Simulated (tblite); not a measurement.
## Geometry relaxation of Si4NH9O4

The run: geometry relaxation of Si4NH9O4. Method and program: GFN2-xTB geometry optimisation, gas phase (tblite 0.8.0).

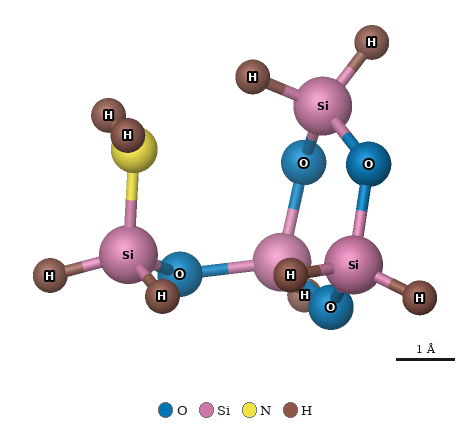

**Figure 1.** The input geometry (ball-and-stick view, seen on its broad side).

### Input
```
{"job": {"kind": "relax", "xc": "GFN2-xTB", "basis": "xTB"}, "charge": 0, "multiplicity": 1}
O     -1.636737     0.633904    -0.877317
Si    -0.804777     1.979552    -0.099538
O     -0.263864     1.477333     1.511958
Si     0.194773    -0.174973     1.969923
O     -0.741570    -1.333128     1.016238
Si    -1.305345    -1.091890    -0.635626
O     -0.021680    -1.605302    -1.766907
Si     1.515031    -0.775259    -2.007158
N      2.502340    -0.842078    -0.437624
H     -1.642354     3.080697     0.019749
H      0.318519     2.305523    -0.859244
H     -0.056488    -0.375906     3.363308
H      1.575954    -0.351047     1.725508
H     -2.461493    -1.848903    -0.864242
H      2.236891    -1.414730    -3.033108
H      1.271334     0.597387    -2.332990
H      2.773073    -1.774256    -0.157177
H      3.178113    -0.098132    -0.321533
```

The first line tells a small driver script what to run in tblite; the rest is the geometry in Å.

Launch command:
```bash
OMP_NUM_THREADS=1 python <driver script> task.json out
```

### Output
```
step      E/eV     max force
  0    -845.54702    4.595
  1    -846.69291    2.438
  2    -847.45453    1.366
  3    -847.62837    1.245
  4    -847.81781    0.724
  5    -847.87277    0.572
  6    -847.92622    0.793
  7    -848.01983    0.861
  8    -848.08463    0.518
  9    -848.11717    0.375
 10    -848.13757    0.416
 11    -848.15571    0.445
 12    -848.17586    0.410
 13    -848.19829    0.448
 14    -848.21699    0.344
 15    -848.22874    0.240
 16    -848.23532    0.202
 17    -848.24208    0.212
 18    -848.25137    0.240
 19    -848.26147    0.264
 20    -848.26981    0.197
 21    -848.27694    0.229
 22    -848.28580    0.244
 23    -848.29771    0.379
 24    -848.30896    0.337
 25    -848.31530    0.171
 26    -848.31830    0.121
 27    -848.32056    0.148
 28    -848.32421    0.149
 29    -848.32897    0.164
 30    -848.33312    0.119
 31    -848.33585    0.109
 32    -848.33818    0.111
 33    -848.34120    0.162
 34    -848.34549    0.187
 35    -848.34966    0.161
 36    -848.35212    0.101
 37    -848.35321    0.115
 38    -848.35423    0.094
 39    -848.35549    0.074
 40    -848.35749    0.067
 41    -848.35865    0.088
 42    -848.35938    0.085
 43    -848.36016    0.060
 44    -848.36090    0.063
 45    -848.36156    0.066
 46    -848.36229    0.076
 47    -848.36328    0.074
 48    -848.36449    0.079
 49    -848.36566    0.072
 50    -848.36658    0.058
 51    -848.36687    0.174
 52    -848.36769    0.059
 53    -848.36825    0.051
 54    -848.37005    0.109
 55    -848.37143    0.103
 56    -848.37265    0.121
 57    -848.37365    0.085
 58    -848.37417    0.062
 59    -848.37447    0.038
 60    -848.37479    0.045
 61    -848.37511    0.067
 62    -848.37536    0.055
 63    -848.37555    0.051
 64    -848.37568    0.025
 65    -848.37578    0.028
 66    -848.37591    0.027
 67    -848.37608    0.025
 68    -848.37622    0.027
 69    -848.37633    0.021
 70    -848.37642    0.024
 71    -848.37653    0.027
 72    -848.37668    0.027
 73    -848.37681    0.038
 74    -848.37692    0.023
 75    -848.37702    0.033
 76    -848.37718    0.038
 77    -848.37741    0.041
 78    -848.37766    0.061
 79    -848.37781    0.034
 80    -848.37792    0.050
 81    -848.37804    0.031
 82    -848.37825    0.034
 83    -848.37841    0.043
 84    -848.37854    0.033
 85    -848.37861    0.023
 86    -848.37869    0.019
 87    -848.37877    0.030
 88    -848.37885    0.031
 89    -848.37892    0.027
 90    -848.37898    0.024
 91    -848.37904    0.022
 92    -848.37910    0.018
 93    -848.37914    0.017
 94    -848.37916    0.012
 95    -848.37918    0.010
 96    -848.37919    0.009
 97    -848.37921    0.011
 98    -848.37923    0.011
 99    -848.37925    0.013
100    -848.37928    0.016
101    -848.37932    0.017
102    -848.37935    0.016
103    -848.37938    0.012
104    -848.37940    0.010
105    -848.37943    0.012
106    -848.37945    0.011
107    -848.37948    0.009
108    -848.37950    0.010
109    -848.37952    0.011
110    -848.37954    0.012
111    -848.37957    0.017
112    -848.37962    0.019
113    -848.37967    0.016
114    -848.37972    0.014
115    -848.37975    0.012
116    -848.37977    0.010
117    -848.37979    0.009
118    -848.37980    0.008
```

### Trajectory as extended XYZ (Å, eV, eV/Å), 12 of the 31 frames kept, from step=0 to step=118
```
18
Properties=species:S:1:pos:R:3:forces:R:3 step=0 energy=-845.54702
O    -1.6367    0.6339   -0.8773    1.8020  -0.7770   1.6580
Si   -0.8048    1.9796   -0.0995   -0.3780  -4.2010   1.8220
O    -0.2639    1.4773    1.5120   -0.2830  -1.8460  -1.8830
Si    0.1948   -0.1750    1.9699   -2.3370   0.8620  -2.2520
O    -0.7416   -1.3331    1.0162    0.4160   2.2790  -1.2990
Si   -1.3053   -1.0919   -0.6356    3.3930   1.9770   0.5990
O    -0.0217   -1.6053   -1.7669    0.0510   2.1830   1.6650
Si    1.5150   -0.7753   -2.0072   -1.1120  -0.9770   3.2710
N     2.5023   -0.8421   -0.4376   -1.6810   0.2700  -2.2830
H    -1.6424    3.0807    0.0197   -1.2800   0.9760   0.3720
H     0.3185    2.3055   -0.8592    1.3310   0.1860  -0.7910
H    -0.0565   -0.3759    3.3633   -0.6210   0.0150   0.3930
H     1.5760   -0.3510    1.7255    0.7720  -0.0290  -0.2990
H    -2.4615   -1.8489   -0.8642   -0.6340  -0.3950  -0.1400
H     2.2369   -1.4147   -3.0331    0.2820  -0.8620  -0.9040
H     1.2713    0.5974   -2.3330   -0.0980   0.5180  -0.0250
H     2.7731   -1.7743   -0.1572    0.3130   0.4170   0.0400
H     3.1781   -0.0981   -0.3215    0.0630  -0.5960   0.0580
18
Properties=species:S:1:pos:R:3:forces:R:3 step=12 energy=-848.17586
O    -1.5002    0.5942   -0.8056    0.1230   0.2790   0.1300
Si   -0.7694    1.8456   -0.0651    0.0900   0.1470   0.0850
O    -0.2521    1.3625    1.4077    0.0360  -0.0550  -0.2420
Si    0.1485   -0.1484    1.8823    0.0930   0.1570   0.0550
O    -0.6546   -1.2121    0.9529    0.0850   0.0580   0.1060
Si   -1.1284   -0.9661   -0.5752   -0.2000  -0.1890  -0.0650
O     0.0480   -1.3817   -1.5817    0.0900  -0.1250  -0.2010
Si    1.5056   -0.7546   -1.9545    0.1730  -0.0050  -0.0580
N     2.4939   -0.8359   -0.5468   -0.0350   0.0630  -0.2250
H    -1.8119    2.8420    0.1666    0.1120  -0.1850  -0.0080
H     0.4197    2.2467   -0.8469   -0.3340  -0.0100   0.2380
H    -0.3801   -0.3172    3.2231   -0.0840   0.0130  -0.0220
H     1.5896   -0.3031    1.6835   -0.2090   0.0220   0.1800
H    -2.3035   -1.7454   -0.8334   -0.1290  -0.0920  -0.0040
H     1.9577   -1.6273   -3.0483   -0.1580   0.0600   0.0840
H     1.3280    0.6554   -2.3192    0.1890  -0.1700  -0.0330
H     2.7521   -1.7301   -0.1612    0.0100   0.0620  -0.0050
H     3.1888   -0.1355   -0.3640    0.1510  -0.0290  -0.0150
18
Properties=species:S:1:pos:R:3:forces:R:3 step=20 energy=-848.26981
O    -1.4626    0.5947   -0.7934   -0.0150   0.0640   0.0250
Si   -0.7766    1.8482   -0.0306    0.0320   0.1150  -0.0360
O    -0.1731    1.3942    1.4068   -0.0830  -0.1300  -0.0700
Si    0.1142   -0.1252    1.9045    0.1510  -0.0540   0.1010
O    -0.6129   -1.2055    0.9358    0.0280   0.0660   0.0390
Si   -1.1177   -0.9762   -0.5889   -0.1030  -0.1000   0.0130
O     0.0506   -1.3832   -1.6098    0.0780   0.0310   0.0030
Si    1.5239   -0.7780   -1.9824    0.0570   0.0440  -0.1070
N     2.5702   -0.8204   -0.6251   -0.1160  -0.0410  -0.0410
H    -1.8746    2.7458    0.2369   -0.1460   0.1180   0.0590
H     0.3674    2.3245   -0.7898    0.0130   0.0770  -0.0810
H    -0.5408   -0.2764    3.1852   -0.0950  -0.0050   0.1090
H     1.5585   -0.2915    1.8295   -0.0180  -0.0530   0.0730
H    -2.3118   -1.7509   -0.8148    0.0340   0.0160   0.0090
H     1.8153   -1.7005   -3.0737    0.1130  -0.0590  -0.0780
H     1.4824    0.6274   -2.3771   -0.0290  -0.0080  -0.0330
H     2.7307   -1.6963   -0.1583    0.0900   0.0320   0.0980
H     3.2884   -0.1419   -0.4404    0.0080  -0.1100  -0.0830
18
Properties=species:S:1:pos:R:3:forces:R:3 step=32 energy=-848.33818
O    -1.4397    0.6235   -0.7815   -0.0080  -0.0110   0.0950
Si   -0.8287    1.8954    0.0176    0.0110   0.0350   0.0050
O    -0.1183    1.3805    1.3884   -0.0620   0.0350   0.0330
Si    0.0660   -0.1176    1.9923   -0.0440   0.0270  -0.0230
O    -0.5441   -1.1936    0.9415   -0.0260   0.0210  -0.0400
Si   -1.0658   -0.9443   -0.5759    0.0480   0.0390  -0.0630
O     0.0768   -1.3337   -1.6345    0.0580  -0.0680   0.0300
Si    1.5721   -0.8409   -2.0706    0.0280   0.0230   0.0120
N     2.6092   -0.8320   -0.7020    0.0190  -0.0050   0.0280
H    -1.9819    2.7168    0.3644    0.0510  -0.0770   0.0340
H     0.2277    2.5007   -0.7801    0.0160   0.0090   0.0040
H    -0.7541   -0.2284    3.1920    0.0030   0.0210  -0.0510
H     1.4943   -0.3502    2.1114    0.0610   0.0120   0.0080
H    -2.2506   -1.7285   -0.7859   -0.0820  -0.0620  -0.0200
H     1.8259   -1.8004   -3.1516    0.0190  -0.0130   0.0760
H     1.5888    0.5472   -2.5160   -0.0480   0.0790  -0.0620
H     2.7160   -1.6435   -0.1151   -0.0510   0.0000  -0.0160
H     3.4382   -0.2623   -0.6802    0.0070  -0.0640  -0.0510
18
Properties=species:S:1:pos:R:3:forces:R:3 step=44 energy=-848.36090
O    -1.4183    0.6350   -0.7597   -0.0090  -0.0020   0.0040
Si   -0.8448    1.9132    0.0585   -0.0350   0.0060   0.0050
O    -0.1079    1.4054    1.4160    0.0100  -0.0030  -0.0090
Si    0.0374   -0.0969    2.0159   -0.0370  -0.0200   0.0220
O    -0.5089   -1.1761    0.9337   -0.0190  -0.0060  -0.0010
Si   -1.0388   -0.9336   -0.5819   -0.0070  -0.0260  -0.0130
O     0.1139   -1.3337   -1.6247    0.0150   0.0020  -0.0120
Si    1.5948   -0.8389   -2.1034    0.0130  -0.0280  -0.0310
N     2.6442   -0.8054   -0.7432   -0.0150   0.0030   0.0130
H    -2.0215    2.6629    0.4747    0.0080  -0.0080  -0.0320
H     0.1689    2.5718   -0.7504    0.0210   0.0010   0.0210
H    -0.8709   -0.1916    3.1515    0.0330  -0.0150   0.0030
H     1.4561   -0.3378    2.2237    0.0090   0.0230  -0.0160
H    -2.2207   -1.7311   -0.8085    0.0450   0.0400   0.0170
H     1.8763   -1.8599   -3.1187   -0.0340   0.0060  -0.0130
H     1.5648    0.5227   -2.6308   -0.0080   0.0150   0.0050
H     2.6353   -1.5916   -0.1122   -0.0050   0.0390   0.0410
H     3.5719   -0.4257   -0.8263    0.0160  -0.0280  -0.0020
18
Properties=species:S:1:pos:R:3:forces:R:3 step=56 energy=-848.37265
O    -1.4022    0.6367   -0.7666   -0.0210  -0.0240  -0.0230
Si   -0.8523    1.9153    0.0656    0.0080  -0.0190  -0.0070
O    -0.1514    1.4007    1.4384   -0.0350   0.0220   0.0490
Si    0.0307   -0.1033    2.0211    0.0230   0.0060   0.0030
O    -0.5160   -1.1791    0.9366   -0.0150  -0.0070   0.0080
Si   -1.0300   -0.9327   -0.5855    0.0550  -0.0040  -0.0050
O     0.1347   -1.3383   -1.6106    0.0210  -0.0120  -0.0210
Si    1.6076   -0.8420   -2.1145   -0.0110   0.0160  -0.0610
N     2.6629   -0.7841   -0.7577   -0.0550  -0.0660   0.0020
H    -2.0436    2.6622    0.4318   -0.0250   0.0170   0.0130
H     0.1952    2.5757   -0.6948    0.0230   0.0140  -0.0250
H    -0.8315   -0.2382    3.1859   -0.0030  -0.0050  -0.0150
H     1.4638   -0.2913    2.1886    0.0150  -0.0220   0.0020
H    -2.2079   -1.7271   -0.8259   -0.0040   0.0120   0.0170
H     1.8743   -1.8567   -3.1474   -0.0260   0.0460   0.0860
H     1.5327    0.5177   -2.6523    0.0300  -0.0280   0.0080
H     2.5261   -1.4553   -0.0147    0.0460   0.0890  -0.0690
H     3.6388   -0.5715   -0.8838   -0.0270  -0.0350   0.0390
18
Properties=species:S:1:pos:R:3:forces:R:3 step=64 energy=-848.37568
O    -1.3935    0.6343   -0.7726   -0.0030   0.0010  -0.0020
Si   -0.8544    1.9140    0.0647    0.0060  -0.0040   0.0050
O    -0.1814    1.4043    1.4554    0.0010   0.0030   0.0070
Si    0.0354   -0.1010    2.0235   -0.0060  -0.0010  -0.0100
O    -0.5146   -1.1763    0.9398    0.0160  -0.0150  -0.0120
Si   -1.0214   -0.9343   -0.5844    0.0050   0.0070  -0.0080
O     0.1373   -1.3441   -1.6138    0.0120   0.0180   0.0030
Si    1.6055   -0.8374   -2.1200    0.0060   0.0030  -0.0140
N     2.6617   -0.7830   -0.7656   -0.0020   0.0040   0.0030
H    -2.0486    2.6650    0.4172   -0.0040   0.0060   0.0020
H     0.2032    2.5694   -0.6901    0.0020  -0.0030   0.0060
H    -0.8181   -0.2548    3.1909    0.0000   0.0010   0.0120
H     1.4713   -0.2937    2.1740   -0.0070   0.0140   0.0010
H    -2.2042   -1.7214   -0.8206   -0.0180  -0.0120   0.0100
H     1.8653   -1.8544   -3.1446    0.0060  -0.0080   0.0070
H     1.5419    0.5219   -2.6564    0.0030  -0.0070  -0.0040
H     2.5017   -1.4153    0.0029   -0.0020   0.0010  -0.0100
H     3.6445   -0.6043   -0.8861   -0.0170  -0.0090   0.0040
18
Properties=species:S:1:pos:R:3:forces:R:3 step=76 energy=-848.37718
O    -1.3917    0.6400   -0.7668    0.0080   0.0010   0.0030
Si   -0.8629    1.9181    0.0801   -0.0240   0.0110  -0.0090
O    -0.2055    1.4044    1.4757    0.0040   0.0310  -0.0020
Si    0.0264   -0.1017    2.0328   -0.0030   0.0070   0.0010
O    -0.4826   -1.1766    0.9301    0.0030  -0.0070  -0.0060
Si   -1.0090   -0.9265   -0.5870   -0.0130  -0.0140  -0.0080
O     0.1428   -1.3238   -1.6280   -0.0020   0.0080  -0.0070
Si    1.6170   -0.8424   -2.1427    0.0070  -0.0080   0.0060
N     2.6694   -0.7761   -0.7851   -0.0220  -0.0030  -0.0180
H    -2.0665    2.6589    0.4246    0.0090   0.0080  -0.0020
H     0.1988    2.5818   -0.6627   -0.0070  -0.0120   0.0150
H    -0.8361   -0.2669    3.1910   -0.0150  -0.0190   0.0140
H     1.4614   -0.2691    2.2008    0.0370  -0.0020   0.0060
H    -2.1941   -1.7198   -0.8008    0.0160   0.0060  -0.0070
H     1.8719   -1.8834   -3.1443    0.0020   0.0020   0.0040
H     1.5650    0.5077   -2.7030   -0.0030  -0.0060  -0.0090
H     2.4653   -1.3642    0.0072   -0.0020  -0.0120   0.0180
H     3.6622   -0.6717   -0.9074    0.0040   0.0090   0.0020
18
Properties=species:S:1:pos:R:3:forces:R:3 step=88 energy=-848.37885
O    -1.4001    0.6479   -0.7505    0.0100  -0.0070   0.0090
Si   -0.8790    1.9260    0.1006    0.0040   0.0000  -0.0060
O    -0.2378    1.4149    1.5059   -0.0130  -0.0100  -0.0070
Si    0.0282   -0.0943    2.0406    0.0020  -0.0050  -0.0020
O    -0.4277   -1.1668    0.9122   -0.0050   0.0040  -0.0120
Si   -0.9942   -0.9154   -0.5908    0.0040   0.0040  -0.0040
O     0.1352   -1.2944   -1.6619   -0.0020  -0.0020   0.0020
Si    1.6264   -0.8575   -2.1673   -0.0120  -0.0050   0.0010
N     2.6601   -0.7841   -0.7973   -0.0170   0.0210  -0.0160
H    -2.0821    2.6748    0.4243   -0.0010   0.0020   0.0100
H     0.1986    2.5794   -0.6267    0.0020   0.0110  -0.0050
H    -0.8485   -0.3100    3.1804   -0.0050  -0.0010   0.0130
H     1.4655   -0.2293    2.2283    0.0140   0.0060   0.0010
H    -2.1728   -1.7224   -0.7866    0.0030   0.0040  -0.0040
H     1.8753   -1.9241   -3.1424    0.0040  -0.0080  -0.0010
H     1.6005    0.4783   -2.7635    0.0000  -0.0030   0.0040
H     2.4281   -1.3367    0.0122   -0.0050  -0.0150   0.0130
H     3.6560   -0.6974   -0.9033    0.0180   0.0030   0.0050
18
Properties=species:S:1:pos:R:3:forces:R:3 step=100 energy=-848.37928
O    -1.3973    0.6498   -0.7523    0.0050   0.0070   0.0040
Si   -0.8780    1.9271    0.1011   -0.0010   0.0130   0.0020
O    -0.2481    1.4125    1.5099    0.0010  -0.0050  -0.0080
Si    0.0326   -0.0964    2.0384    0.0030   0.0020   0.0010
O    -0.4219   -1.1667    0.9068    0.0020   0.0030   0.0040
Si   -0.9931   -0.9135   -0.5938    0.0010   0.0010  -0.0030
O     0.1306   -1.2966   -1.6692    0.0040  -0.0080  -0.0020
Si    1.6245   -0.8631   -2.1675    0.0040   0.0040  -0.0060
N     2.6487   -0.7790   -0.7905    0.0030  -0.0090   0.0070
H    -2.0777    2.6808    0.4272   -0.0050  -0.0050  -0.0010
H     0.1999    2.5824   -0.6252   -0.0010  -0.0010   0.0050
H    -0.8378   -0.3212    3.1819    0.0010  -0.0010   0.0010
H     1.4725   -0.2170    2.2219   -0.0010  -0.0040  -0.0040
H    -2.1717   -1.7189   -0.7901   -0.0140  -0.0060   0.0000
H     1.8794   -1.9341   -3.1372    0.0010   0.0000   0.0070
H     1.6024    0.4712   -2.7662    0.0020  -0.0020  -0.0030
H     2.4220   -1.3487    0.0098    0.0030   0.0080  -0.0080
H     3.6447   -0.6798   -0.8908   -0.0070   0.0010   0.0020
18
Properties=species:S:1:pos:R:3:forces:R:3 step=108 energy=-848.37950
O    -1.3877    0.6543   -0.7578    0.0000  -0.0040   0.0030
Si   -0.8786    1.9306    0.1034    0.0020  -0.0050   0.0010
O    -0.2494    1.4117    1.5109   -0.0030  -0.0030   0.0040
Si    0.0355   -0.0976    2.0359    0.0050  -0.0010  -0.0040
O    -0.4215   -1.1662    0.9037   -0.0010   0.0080  -0.0010
Si   -0.9927   -0.9113   -0.5970    0.0030   0.0010   0.0000
O     0.1286   -1.3016   -1.6730    0.0020   0.0060   0.0020
Si    1.6240   -0.8672   -2.1680   -0.0020  -0.0020  -0.0030
N     2.6419   -0.7766   -0.7869    0.0050  -0.0030   0.0020
H    -2.0847    2.6743    0.4289    0.0010   0.0000   0.0000
H     0.2004    2.5908   -0.6165   -0.0040   0.0060   0.0020
H    -0.8291   -0.3290    3.1829    0.0020   0.0050  -0.0050
H     1.4766   -0.2146    2.2131   -0.0030  -0.0050  -0.0020
H    -2.1771   -1.7109   -0.7872   -0.0010   0.0010  -0.0050
H     1.8829   -1.9432   -3.1304    0.0010  -0.0050   0.0000
H     1.6081    0.4637   -2.7752   -0.0050  -0.0060   0.0050
H     2.4170   -1.3507    0.0106    0.0040   0.0080  -0.0040
H     3.6374   -0.6677   -0.8831   -0.0070  -0.0010   0.0040
18
Properties=species:S:1:pos:R:3:forces:R:3 step=118 energy=-848.37980
O    -1.3745    0.6631   -0.7606    0.0020   0.0020   0.0000
Si   -0.8846    1.9370    0.1149    0.0000   0.0010   0.0010
O    -0.2524    1.4125    1.5191    0.0010  -0.0030  -0.0030
Si    0.0382   -0.0987    2.0352   -0.0030   0.0000  -0.0020
O    -0.4127   -1.1626    0.8964   -0.0020   0.0030   0.0010
Si   -0.9871   -0.9045   -0.6027    0.0020   0.0020   0.0010
O     0.1289   -1.3018   -1.6812    0.0000   0.0010   0.0010
Si    1.6287   -0.8825   -2.1763   -0.0020   0.0020  -0.0020
N     2.6403   -0.7745   -0.7921    0.0040   0.0020  -0.0010
H    -2.1018    2.6628    0.4409    0.0040   0.0000   0.0050
H     0.1873    2.6218   -0.5924   -0.0020  -0.0040  -0.0020
H    -0.8285   -0.3346    3.1796    0.0030  -0.0030  -0.0010
H     1.4792   -0.2164    2.2145   -0.0060   0.0030  -0.0030
H    -2.1765   -1.6973   -0.7920    0.0020  -0.0010  -0.0020
H     1.8908   -1.9740   -3.1208   -0.0050   0.0030   0.0050
H     1.6142    0.4405   -2.8001    0.0010  -0.0060  -0.0030
H     2.4059   -1.3308    0.0150    0.0070   0.0030   0.0010
H     3.6366   -0.6712   -0.8832   -0.0040  -0.0030   0.0040
```

### Results in brief

```json
{"quantity": "outcome", "value": "converged"}
{"quantity": "total energy", "value": "−848.3798 eV"}
{"quantity": "hardware", "value": "1 CPU thread, shared host"}
{"quantity": "wall time", "value": "8.7 s"}
{"quantity": "peak memory", "value": "0.18 GiB"}
```
